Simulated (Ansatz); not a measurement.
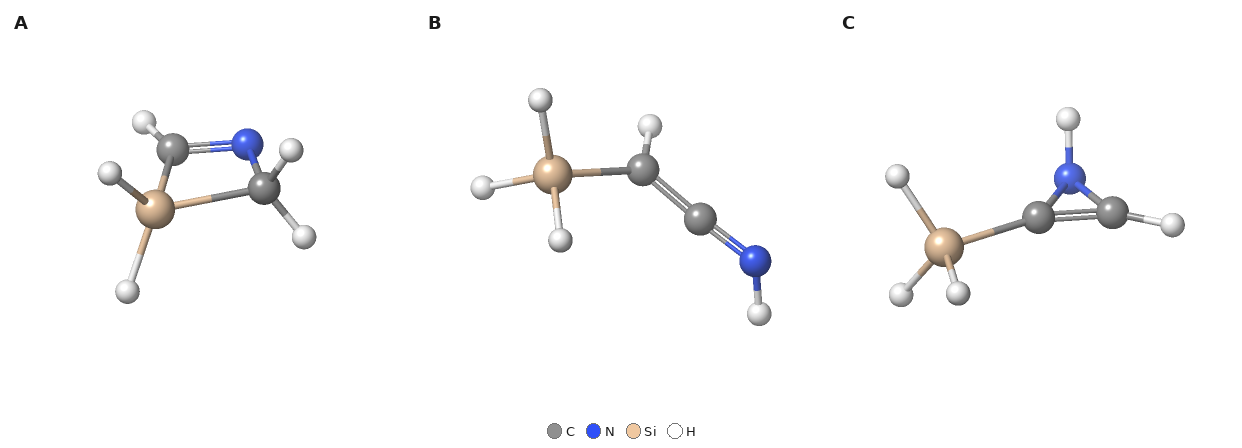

3 stationary structures of one formula. Geometries: PBE0-D4/def2-TZVP. Electronic energies: BLYP-D4/def2-TZVPP (Ansatz 0.2.0), without zero-point energy.

Question: Are they conformers, stereoisomers or constitutional isomers?

Answer: They are constitutional isomers of C2H5NSi: A `C1=NC[SiH2]1`, B `N=C=C[SiH3]`, C `[SiH3]C1=CN1`.

Question: Which is lowest in energy, and by how much?

Answer: B is lowest (a minimum); A lies 0.597 eV above it (a minimum), C lies 2.421 eV above it (a minimum).
